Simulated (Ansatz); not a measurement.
# NaF (Villiaumite, Fm-3m): lattice thermal conductivity, part 2 of 2

Wanted: κ(T), lifetimes and mean free paths for NaF (Villiaumite).

Experimental results on record:
- thermal conductivity 18.4 W/m/K near room temperature (given in “Combining the AFLOW GIBBS and Elastic Libraries to efficiently and robustly screen thermo-mechanical properties of solids”, 2017, arXiv:1611.05714)
- thermal conductivity 16.5 W/m/K near room temperature (given in “Predicting the lattice thermal conductivity of solids by solving the Boltzmann transport equation: AFLOW - AAPL an automated, accurate and efficient framework”, 2017, arXiv:1611.05481)

Ansatz 0.2.0; DFT PBEsol, scalar-relativistic, plane waves, PAW; PAW set soft_1.

So far. Step 2 (Probe on a coarse mesh): The start is under -0.35 GPa at this level and looks like an insulator or semiconductor on this mesh. Step 4 (Relaxing to small residual forces and stress): The residual pressure is 3.0e-4 GPa, small enough for phonons. The relaxed cell has a = 4.629 Å (conventional setting).

## Step 5: Third-order constants and the Boltzmann equation

The supercell must be wider than twice the pair cutoff, and the number of displaced cells grows with the pairs inside it, which is where the cost lies.

input.yaml

```yaml
crystal:
  lattice:
    - [0.0, 2.3143489472, 2.3143489472]
    - [2.3143489472, 0.0, 2.3143489472]
    - [2.3143489472, 2.3143489472, 0.0]
  atoms:
    - { symbol: Na, position: [0.0, 0.0, 0.0] }
    - { symbol: F, position: [0.5, 0.5, 0.5] }
kpoints:
  mp_grid: { grid: [8, 8, 8] }
hamiltonian:
  xc: pbesol
  pseudopotentials: { kind: paw, azcp: { folder: soft_1 }, xc_functional: pbe }
scf:
  occupations: { method: fixed }
  lower_state_search: "off"
output:
  eigenvalues: true
phonons:
  method: fd
  dielectric: true
  supercell: [4, 4, 4]
  temperatures: { t_max: 1000, t_step: 50 }
  qpath:
    path:
      - [[0.0, 0.0, 0.0], [0.5, 0.0, 0.5], [0.5, 0.25, 0.75], [0.375, 0.375, 0.75], [0.0, 0.0, 0.0], [0.5, 0.5, 0.5], [0.625, 0.25, 0.625], [0.5, 0.25, 0.75], [0.5, 0.5, 0.5], [0.375, 0.375, 0.75]]
      - [[0.625, 0.25, 0.625], [0.5, 0.0, 0.5]]
    npoints: 10
  third_order: { supercell: [4, 4, 4], pair_cutoff: 5.325 }
  lattice_thermal_conductivity:
    qmesh: [23, 23, 23]
    temperatures: [100.0, 150.0, 200.0, 300.0, 400.0, 500.0, 600.0, 800.0]
    isotope_mass_variance: [{ species: F, variance: 0.0 }, { species: Na, variance: 0.0 }]
    solution: relaxation_time
```

Started as:

```console
$ ansatz run input.yaml --threads 18 --pin off --max-ram 92160MiB --backend cuda --events-out ev --progress --plain --runs-dir out
```

Numbers of over 12 decimals in the logs are rounded to 6 here.

Log:

```text
Warning: phonons.dielectric: true without phonons.rigid_motions: the static dielectric tensor ε⁰ will be withheld (ε∞, Z* and the rows of modes are given); for a crystal or a slab, whose only rigid motions are the translations, set phonons.rigid_motions: translations
[...]
Crystal: 128 atoms, lattice volume = 1586.706 Å³
Basis set: ecut = 420 eV, 30923 PW (Γ), exchange–correlation on 192×192×192 points (8 copies of the dense FFT grid, shifted against one another)
Bands: 640, of which v1, the nominal top of the filled ones, is band 512 counted from 1 (511 counted from 0)
Symmetry: 3072 space group operations
k-points: 3 of 8
[...]
SCF iter   1: F=—  HF=-145851.314293 eV  |F-HF|=—  |Δ(HF+E_count)|=         —  Δρ=5.78e-8  dr2=4.32e-11  ethr=1.00e-12  ⟨swp⟩=3.0  Hψ=4636  notcnv=0
[...]
SCF iter   2: F=-145851.314293 eV  HF=-145851.314293 eV  |F-HF|=3.20e-10  |Δ(HF+E_count)|=  3.20e-10  Δρ=2.16e-8  dr2=2.34e-12  ethr=1.00e-12  ⟨swp⟩=3.0  Hψ=4029  notcnv=0
SCF 1 converged in 2 iterations: F = -145851.314293 eV  dr2 = 2.34e-12
[...]
Crystal: 2 atoms, lattice volume = 24.792 Å³
Basis set: ecut = 420 eV, 531 PW (Γ), exchange–correlation on 48×48×48 points (8 copies of the dense FFT grid, shifted against one another)
Bands: 12, of which v1, the nominal top of the filled ones, is band 8 counted from 1 (7 counted from 0)
Symmetry: 48 space group operations
k-points: 59 of 512 (irreducible under 8 space group operations, time reversal used)
[...]
SCF iter   3: F=-2278.926786 eV  HF=-2278.926786 eV  |F-HF|=1.96e-11  |Δ(HF+E_count)|=  4.91e-11  Δρ=4.10e-7  dr2=2.06e-11  ethr=1.00e-12  ⟨swp⟩=1.0  Hψ=1776  notcnv=0
SCF 2 converged in 3 iterations: F = -2278.926786 eV  dr2 = 2.06e-11
[...]
SCF 3 converged in 10 iterations: F = -145851.314280 eV  dr2 = 1.41e-12
[...]
--- Phonons: 2 displaced members + reference (amplitude 0.0025 Å, Σ member SCF iterations 19) ---
  symmetry images taken by strict's conditions (phonons.symmetry_images: auto; settled by no image being taken that strict refuses)
  ASR residual: 1.571e-4 → 0.000e0 eV/Å²; symmetrization residual: 6.910e-6 eV/Å²
  largest component of a force at the reference: 2.8e-27 eV/Å
  ASR residual per site (eV/Å²): 1.25e-5 1.57e-4
  Γ frequencies (cm⁻¹): 0.00 0.00 0.00 239.39 239.39 239.39
  Unit cell's response to a homogeneous field, on a k mesh of 8×8×8: 1 representative field direction (Σ response iterations 6)
  ε∞ (high-frequency dielectric tensor):
        1.893256    -0.000000     0.000000
        0.000000     1.893256    -0.000000
        0.000000     0.000000     1.893256
  ε⁰ (static dielectric tensor): not given — the deck does not say what the cell's rigid motions are, and on a molecule in a box or a wire the rigid rotations would enter the sum over the modes at Γ. For a crystal or a slab, whose only rigid motions are the translations, set phonons.rigid_motions: translations.
  Born effective charges Z* (e; rows j = field, columns β = displacement):
    site 0:
         1.01164    0.00000   -0.00000
        -0.00000    1.01164   -0.00000
        -0.00000   -0.00000    1.01164
    site 1:
        -1.01164   -0.00000    0.00000
         0.00000   -1.01164    0.00000
         0.00000    0.00000   -1.01164
  Z* charge neutrality: 1.094e-5 e pre-enforcement
  k-mesh period / interband length: 26.2 Å / 0.88 Å = 29.82 at k = (0.0000, 0.0000, 0.0000), direct gap 6.199 eV — 14 or more, which is no proof of convergence
  optical modes at Γ without the LO–TO term, one row a degenerate level:
      ω (cm⁻¹)  modes    IR ((D/Å)²/amu)
        239.39      3             6.8094
  optical modes at Γ + LO–TO along q̂ = [1.0000, 0.0000, 0.0000]:
      ω (cm⁻¹)  modes    IR ((D/Å)²/amu)
        239.39      2             4.5396
        400.56      1             2.2698
  optical modes at Γ + LO–TO along q̂ = [0.0000, 1.0000, 0.0000]:
      ω (cm⁻¹)  modes    IR ((D/Å)²/amu)
        239.39      2             4.5396
        400.56      1             2.2698
  optical modes at Γ + LO–TO along q̂ = [0.0000, 0.0000, 1.0000]:
      ω (cm⁻¹)  modes    IR ((D/Å)²/amu)
        239.39      2             4.5396
        400.56      1             2.2698
  density of states and harmonic sums: on the 24×24×24 q-mesh, interpolated from the force constants of a 4×4×4 supercell (with the dipole–dipole term)
  largest difference from the sums on the solved wave vectors: F 1.06e-2 eV, S 1.47e-5 and C_V 4.00e-6 eV/K
  zero-point energy: 0.081151 eV/cell   skipped modes (ω ≤ 0): 3   left out of the sums: 3.62e-5 of the cell's modes: C_V's classical limit lies that fraction below 3 k_B per atom; for a crystal, a wire or a layer, F and S can be off by more, and a phonons.interpolated_qmesh denser along its periods is the remedy for the sampling
--- Third-order force constants: 129 member SCFs in a 4×4×4 supercell (pair cutoff 5.325 Å, amplitude 0.03 Å, SCF threshold 1.00e-9 eV, Σ member SCF iterations 1054) ---
[...]
sum-rule residual: 3.448e-2 → 1.561e-15 eV/Å³; symmetrization residual: 5.271e-3 eV/Å³; largest sum-rule correction relative to its orbit: 1.392e-1, on the orbit of the block of home site 0 with site 1 of cell (-2, -1, 0) and site 1 of cell (-2, -1, 0), whose norm before the correction was 9.747e-2 eV/Å³
--- Lattice thermal conductivity: 23×23×23 mesh (364 irreducible points), tetrahedron method ---
  three-phonon and isotope scattering only; four-phonon, boundary and, in a metal, phonon-electron scattering are left out
  each conductivity is what the modes' populations carry and what the coherences between them add
  conductivity (a third of the tensor's trace), W/(m K), in the relaxation-time approximation:
       T (K)   relaxation time
      100.00           74.8838
      150.00           47.6870
      200.00           35.4287
      300.00           23.5909
      400.00           17.7578
      500.00           14.2772
      600.00           11.9651
      800.00            9.0858
```

Wall time 2.4 min (1 × NVIDIA GB200 with 18 threads of Arm Neoverse V2, shared host); peak memory 3.6 GiB; 20 min of CPU time.

Numbers from this step:

| Item | Value |
| --- | --- |
| Γ frequencies | 0, 0, 0, 239.4, 239.4, 239.4 cm⁻¹ (negative: imaginary) |
| lowest frequency on the path | 0 cm⁻¹ |
| zero-point energy | 0.08115 eV/cell |
| point group | m-3m |
| highest frequency | 400.6 cm⁻¹ |
| Debye temperature from the second moment | 422 K |
| κ at 300 K (relaxation time) | 23.59 W/m/K |
| dipole term | run |
| mean free path at half of κ | 19.6 nm |
| share of κ above the three lowest branches | 0.141 |
| third-order blocks | 2918 |
| periodic aliases dropped | 288 |
| largest relative sum-rule correction | 0.1392 |
| displaced cells, third order | 129 |

LO-TO term included. Phonon branches along the path, in cm⁻¹:

| point | branch 1 | branch 2 | branch 3 | branch 4 | branch 5 | branch 6 |
| --- | --- | --- | --- | --- | --- | --- |
| Γ | 0 | 0 | 0 | 239 | 239 | 401 |
| X | 141 | 141 | 252 | 254 | 254 | 281 |
| W | 203 | 208 | 208 | 226 | 265 | 265 |
| K | 156 | 212 | 230 | 234 | 260 | 270 |
| Γ | 0 | 0 | 0 | 239 | 239 | 401 |
| L | 173 | 173 | 194 | 194 | 296 | 301 |
| U | 156 | 212 | 230 | 234 | 260 | 270 |
| W | 203 | 208 | 208 | 226 | 265 | 265 |
| L | 173 | 173 | 194 | 194 | 296 | 301 |
| K | 156 | 212 | 230 | 234 | 260 | 270 |
| jump to U | 156 | 212 | 230 | 234 | 260 | 270 |
| X | 141 | 141 | 252 | 254 | 254 | 281 |

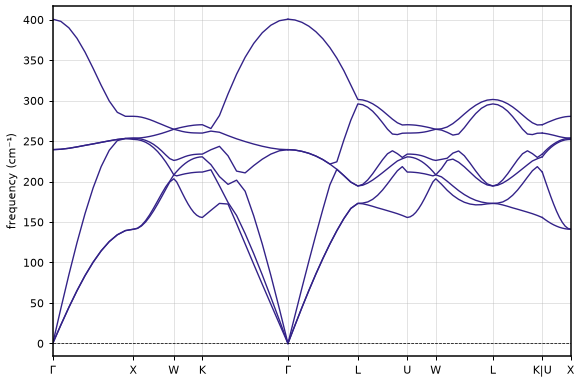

Phonon branches along the path.

Lattice thermal conductivity, RTA xx against temperature:

| temperature (K) | lattice thermal conductivity, RTA xx (W/m/K) |
| --- | --- |
| 100 | 74.9 |
| 150 | 47.7 |
| 200 | 35.4 |
| 300 | 23.6 |
| 400 | 17.8 |
| 500 | 14.3 |
| 600 | 12.0 |
| 800 | 9.09 |

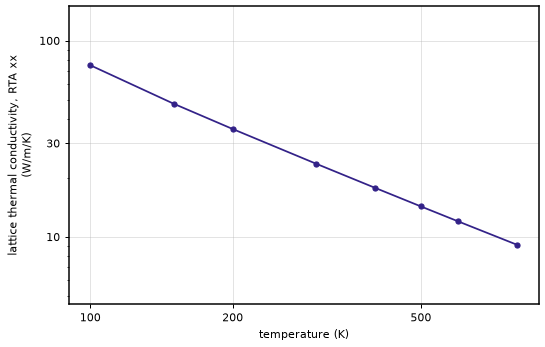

Lattice thermal conductivity, RTA xx, plotted against temperature.

The modes has structure finer than the step of the table below, so its rows give means over 25 cm⁻¹, whole bins alone (the curve runs from -10 to 422 cm⁻¹). Peaks (cm⁻¹: height): F 152.9: 0.00949, 242.5: 0.0301, 275.1: 0.0172; Na 171.9: 0.0255, 245.2: 0.0317.

Phonopy on the run's constants, 21x21x21 mesh, Gaussian sigma 3.1 cm⁻¹. Table of modes by wavenumber; means over each step; values in 1/cm⁻¹/cell:

| wavenumber (cm⁻¹) | F | Na |
| --- | --- | --- |
| 25 | 1.6e-4 | 1.9e-4 |
| 50 | 5.9e-4 | 7.3e-4 |
| 75 | 0.00138 | 0.00174 |
| 100 | 0.00276 | 0.00371 |
| 125 | 0.00487 | 0.00726 |
| 150 | 0.00845 | 0.0151 |
| 175 | 0.00671 | 0.0210 |
| 200 | 0.0152 | 0.0124 |
| 225 | 0.0239 | 0.0175 |
| 250 | 0.0257 | 0.0256 |
| 275 | 0.0137 | 0.00467 |
| 300 | 0.00711 | 0.00301 |
| 325 | 0.00414 | 0.00281 |
| 350 | 0.00296 | 0.00230 |
| 375 | 0.00193 | 0.00157 |
| 400 | 4.8e-4 | 4.0e-4 |

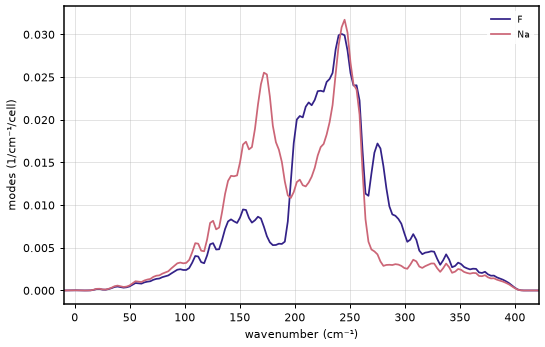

Modes against wavenumber.

Distinct triplets, nearest first. Third order norms, by row:

| sites | side 1 (Å) | side 2 (Å) | side 3 (Å) | norm of the 27 components (eV/Å³) |
| --- | --- | --- | --- | --- |
| Na-Na-Na | 0 | 0 | 0 | 0 |
| F-F-F | 0 | 0 | 0 | 0 |
| Na-F-F | 0 | 2.31 | 2.31 | 8.064 |
| Na-F-Na | 0 | 2.31 | 2.31 | 8.195 |
| Na-F-F | 2.31 | 2.31 | 3.27 | 0.061 |
| Na-F-Na | 2.31 | 2.31 | 3.27 | 0.101 |
| Na-Na-Na | 0 | 3.27 | 3.27 | 0.924 |
| Na-Na-Na | 3.27 | 3.27 | 3.27 | 0.012 |
| F-F-F | 0 | 3.27 | 3.27 | 0.759 |
| F-F-F | 3.27 | 3.27 | 3.27 | 0.072 |
| Na-F-F | 2.31 | 3.27 | 4.01 | 0.053 |
| Na-F-Na | 2.31 | 3.27 | 4.01 | 0.028 |
| Na-F-F | 0 | 4.01 | 4.01 | 0.262 |
| Na-F-Na | 0 | 4.01 | 4.01 | 0.281 |
| Na-F-Na | 2.31 | 2.31 | 4.63 | 0.077 |
| Na-F-F | 2.31 | 2.31 | 4.63 | 0.064 |
| Na-Na-Na | 3.27 | 3.27 | 4.63 | 0.007 |
| F-F-F | 3.27 | 3.27 | 4.63 | 0.024 |
| Na-F-F | 4.01 | 4.01 | 4.63 | 0.007 |
| Na-F-Na | 4.01 | 4.01 | 4.63 | 0.009 |
| Na-Na-Na | 0 | 4.63 | 4.63 | 0.129 |
| F-F-F | 0 | 4.63 | 4.63 | 0.157 |
| Na-F-F | 2.31 | 3.27 | 5.18 | 0.049 |
| Na-F-Na | 2.31 | 3.27 | 5.18 | 0.019 |
| Na-F-F | 3.27 | 4.01 | 5.18 | 0.013 |
| Na-F-Na | 3.27 | 4.01 | 5.18 | 0.007 |
| Na-F-Na | 2.31 | 4.63 | 5.18 | 0.011 |
| Na-F-F | 2.31 | 4.63 | 5.18 | 0.012 |
| Na-F-F | 0 | 5.18 | 5.18 | 0.101 |
| Na-F-F | 3.27 | 5.18 | 5.18 | 0.01 |

Born charge (rows field, columns displacement) (e), principal values of the symmetric part by kind of site:

| atom | atoms with these values | low | middle | high | mean |
| --- | --- | --- | --- | --- | --- |
| Na1 | 1 | 1.01 | 1.01 | 1.01 | 1.01 |
| F2 | 1 | -1.01 | -1.01 | -1.01 | -1.01 |

In full for Na1:

```
1.01 0.00 0.00
0.00 1.01 0.00
0.00 0.00 1.01
```

RTA, 300 K. Kappa by branch, by row:

| branch (by rank) | mean frequency (THz) | mean rms speed (km/s) | median lifetime (ps) | share of kappa |
| --- | --- | --- | --- | --- |
| 1 | 4.33 | 2.19 | 4.62 | 0.348 |
| 2 | 4.84 | 2.63 | 4.04 | 0.32 |
| 3 | 6.19 | 2.17 | 3.07 | 0.191 |
| 4 | 7.01 | 1.69 | 2.74 | 0.074 |
| 5 | 7.56 | 1.26 | 2.48 | 0.038 |
| 6 | 9.32 | 2.17 | 0.798 | 0.029 |

The spectral kappa at 300 K, relaxation time (W/m/K/THz) by frequency; read off at these points:

| frequency (THz) | spectral kappa at 300 K, relaxation time (W/m/K/THz) |
| --- | --- |
| 0.10 | 0 |
| 0.70 | 0 |
| 1.50 | 1.08 |
| 2.10 | 1.52 |
| 2.90 | 1.72 |
| 3.50 | 3.31 |
| 3.90 | 4.26 |
| 4.30 | 5.15 |
| 4.90 | 6.98 |
| 5.50 | 6.46 |
| 5.70 | 3.99 |
| 5.90 | 6.24 |
| 6.30 | 3.77 |
| 7.10 | 3.31 |
| 7.70 | 0.836 |
| 8.50 | 0.433 |
| 9.10 | 0.305 |
| 9.90 | 0.124 |
| 10.50 | 0.0685 |
| 11.30 | 0.00969 |
| 11.90 | 3.1e-4 |

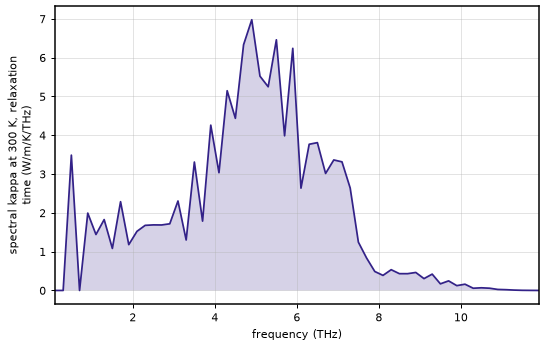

Spectral kappa at 300 K, relaxation time (W/m/K/THz) against frequency.

Relaxation-time solution. Table of share of κ carried by shorter paths by mean free path:

| mean free path (nm) | 100 K | 300 K | 800 K |
| --- | --- | --- | --- |
| 0.316 | 0 | 0 | 0.001 |
| 1 | 0 | 0.002 | 0.029 |
| 3.16 | 0.001 | 0.035 | 0.259 |
| 10 | 0.01 | 0.278 | 0.623 |
| 31.6 | 0.126 | 0.642 | 0.897 |
| 68.1 | 0.322 | 0.856 | 0.936 |
| 215 | 0.689 | 0.935 | 0.973 |
| 681 | 0.88 | 0.972 | 1 |
| 2150 | 0.959 | 1 | 1 |
| 6810 | 1 | 1 | 1 |

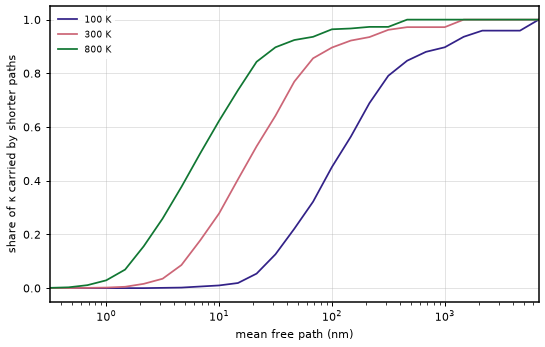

Share of κ carried by shorter paths, plotted against mean free path.

300 K; a sample spread over frequency. Mode lifetimes, by row, the first 40 of 90 rows:

| q1 | q2 | q3 | branch | frequency (THz) | rms speed (km/s) | three-phonon rate (1/ps) | isotope rate (1/ps) | lifetime (ps) | mean free path (nm) |
| --- | --- | --- | --- | --- | --- | --- | --- | --- | --- |
| 0 | 0 | 0.0435 | 1 | 0.582 | 3.65 | 0.0832 | 0 | 12 | 43.9 |
| 0 | 0.1304 | 0.1304 | 1 | 1.718 | 2.82 | 0.015 | 0 | 66.5 | 188 |
| 0.0435 | 0.1304 | 0.2174 | 1 | 2.236 | 2.94 | 0.09 | 0 | 11.1 | 32.7 |
| 0 | 0 | 0.1304 | 3 | 2.662 | 5.35 | 0.109 | 0 | 9.2 | 49.2 |
| 0 | 0.087 | -0.1739 | 2 | 2.963 | 3.39 | 1.06 | 0 | 0.946 | 3.21 |
| 0 | 0.087 | 0.2609 | 2 | 3.217 | 3.41 | 0.631 | 0 | 1.59 | 5.4 |
| 0.087 | 0.2174 | -0.1304 | 1 | 3.422 | 3.13 | 0.0501 | 0 | 20 | 62.5 |
| 0 | 0.1304 | 0.3478 | 1 | 3.589 | 2.34 | 0.508 | 0 | 1.97 | 4.61 |
| 0.0435 | 0.2174 | 0.3478 | 2 | 3.788 | 3.38 | 0.318 | 0 | 3.15 | 10.6 |
| 0.0435 | 0.1304 | 0.3913 | 1 | 3.895 | 2.47 | 0.436 | 0 | 2.29 | 5.66 |
| 0.0435 | 0.087 | 0.3913 | 1 | 4.05 | 2.51 | 0.427 | 0 | 2.34 | 5.88 |
| 0 | 0.0435 | 0.3478 | 2 | 4.178 | 2.93 | 0.569 | 0 | 1.76 | 5.15 |
| 0 | 0.3043 | 0.4783 | 1 | 4.241 | 1.27 | 0.196 | 0 | 5.11 | 6.46 |
| 0 | 0.3478 | 0.4348 | 2 | 4.319 | 2.58 | 0.0952 | 0 | 10.5 | 27.1 |
| 0.087 | 0.3913 | 0.4783 | 2 | 4.405 | 2.24 | 0.177 | 0 | 5.64 | 12.7 |
| 0 | 0.2174 | 0.3913 | 2 | 4.516 | 3.51 | 0.232 | 0 | 4.31 | 15.2 |
| 0.0435 | 0.2174 | -0.2174 | 2 | 4.601 | 2.85 | 0.645 | 0 | 1.55 | 4.42 |
| 0.0435 | 0.1739 | -0.2609 | 2 | 4.666 | 2.82 | 0.602 | 0 | 1.66 | 4.68 |
| 0 | 0.087 | -0.3913 | 1 | 4.751 | 2.17 | 0.324 | 0 | 3.09 | 6.7 |
| 0 | 0.3478 | -0.3478 | 1 | 4.853 | 1.18 | 0.237 | 0 | 4.21 | 4.96 |
| 0 | 0.0435 | -0.4348 | 1 | 4.932 | 1.86 | 0.347 | 0 | 2.88 | 5.36 |
| 0 | 0.1304 | 0.2609 | 3 | 4.986 | 4.47 | 0.413 | 0 | 2.42 | 10.8 |
| 0.0435 | 0.087 | -0.4783 | 1 | 5.065 | 1.59 | 0.322 | 0 | 3.11 | 4.95 |
| 0 | 0 | 0.4783 | 2 | 5.146 | 1.13 | 0.33 | 0 | 3.03 | 3.42 |
| 0.0435 | 0.2174 | 0.2609 | 3 | 5.198 | 4.43 | 0.319 | 0 | 3.13 | 13.9 |
| 0.0435 | 0.2174 | -0.3043 | 2 | 5.267 | 1.49 | 0.393 | 0 | 2.54 | 3.79 |
| 0 | 0.1739 | -0.3913 | 2 | 5.327 | 2.41 | 0.246 | 0 | 4.07 | 9.81 |
| 0.087 | 0.4348 | -0.3913 | 2 | 5.426 | 3.63 | 0.0836 | 0 | 12 | 43.4 |
| 0.1739 | 0.4783 | -0.3478 | 2 | 5.525 | 2.45 | 0.202 | 0 | 4.95 | 12.1 |
| 0.087 | 0.1739 | 0.3478 | 3 | 5.635 | 3.9 | 0.301 | 0 | 3.33 | 13 |
| 0.0435 | 0.3478 | -0.4348 | 2 | 5.795 | 3.69 | 0.114 | 0 | 8.74 | 32.2 |
| 0.2174 | 0.4783 | -0.3043 | 1 | 5.888 | 2.53 | 0.0503 | 0 | 19.9 | 50.3 |
| 0 | 0.0435 | -0.4783 | 4 | 5.936 | 1.48 | 0.374 | 0 | 2.67 | 3.95 |
| 0.087 | 0.2609 | -0.2609 | 3 | 6.01 | 0.98 | 0.366 | 0 | 2.73 | 2.68 |
| 0.0435 | 0.1304 | 0.4783 | 3 | 6.083 | 1.4 | 0.354 | 0 | 2.83 | 3.95 |
| 0 | 0.2609 | -0.4348 | 2 | 6.166 | 1.52 | 0.2 | 0 | 4.99 | 7.6 |
| 0.1739 | 0.3913 | -0.2174 | 3 | 6.239 | 0.87 | 0.341 | 0 | 2.93 | 2.56 |
| 0.1304 | 0.3043 | -0.1739 | 3 | 6.272 | 1.78 | 0.317 | 0 | 3.16 | 5.63 |
| 0.2174 | 0.4783 | -0.2609 | 3 | 6.345 | 2.33 | 0.0531 | 0 | 18.8 | 43.9 |
| 0.087 | 0.2609 | 0.3913 | 3 | 6.421 | 2.99 | 0.36 | 0 | 2.77 | 8.3 |

Without the LO-TO term. Gamma linewidths, by row:

| branch | frequency (cm⁻¹) | three-phonon rate (1/ps) | isotope rate (1/ps) | FWHM (cm⁻¹) |
| --- | --- | --- | --- | --- |
| 4 | 239.4 | 0.513 | 0 | 2.72 |
| 5 | 239.4 | 0.513 | 0 | 2.72 |
| 6 | 239.4 | 0.513 | 0 | 2.72 |

W/m/K, third of the trace; RTA populations with a boundary rate v/L added to each mode (Matthiessen's rule). Kappa by grain size, by row:

| T (K) | bulk | 10 nm | 30 nm | 100 nm | 300 nm | 1000 nm | 10000 nm | 100000 nm |
| --- | --- | --- | --- | --- | --- | --- | --- | --- |
| 100 | 74.82 | 8.432 | 18.27 | 34.05 | 49.04 | 61.42 | 72.16 | 74.5 |
| 300 | 23.4 | 8.443 | 13.36 | 18.01 | 20.71 | 22.26 | 23.25 | 23.39 |
| 600 | 11.68 | 5.935 | 8.25 | 10.02 | 10.9 | 11.38 | 11.64 | 11.68 |

At 300 K the relaxation-time value is 23.6 W/(m K).

## Step 6: What came out

* highest frequency: 400.6 cm⁻¹
* Debye temperature from the second moment: 422 K
* κ at 300 K (relaxation time): 23.59 W/m/K
* mean free path at half of κ: 19.6 nm
* share of κ above the three lowest branches: 0.141

In words: The lattice of NaF (Villiaumite) conducts 23.6 W/(m K) at 300 K by PBEsol (mean over directions, relaxation-time solution). Above 300 K the relaxation-time κ falls as T^-0.97, near the 1/T law of three-phonon scattering. Grains of 100 nm would keep 77 % of the bulk value at 300 K, and grains of 1 µm 95 %. A measured thermal conductivity near room temperature is 18.4 W/m/K (arXiv:1611.05714); the calculated 23.6 W/m/K differs by +28 %. Four-phonon, defect and boundary scattering, which are left out, would lower the calculated value; thermal expansion is left out too. The last run computed the relaxation-time solution alone; it counts normal processes as resistive, so the full solution usually lies higher, most of all in good conductors. The sum rules changed one orbit of cubic constants by up to 14 %; by the manual a large change points to a short cutoff or, on a small and distant orbit, to noisy forces. The conductivities include the coherence part between close branches; the shares for grains, isotopes, branches and paths are of the relaxation-time populations alone. Cubic couplings among atoms farther apart than the pair cutoff are dropped, and neither the cutoff nor the q-mesh was shown to be converged here. The PAW files were made for PBE and are used here under another functional, for which the program regenerates the frozen cores.

[Logs are printed without paths, hosts, clocks, repeated set-up lines and the standing remarks that a program may print on its own settings, such as how far it seeks lower states.]

[Hosts, paths, dates, database ids (printed as entryN), source tags and the programs' standing remarks are cut or masked in the printed files.]

[A step with changed settings may run another functional than the one named; its input shows which.]
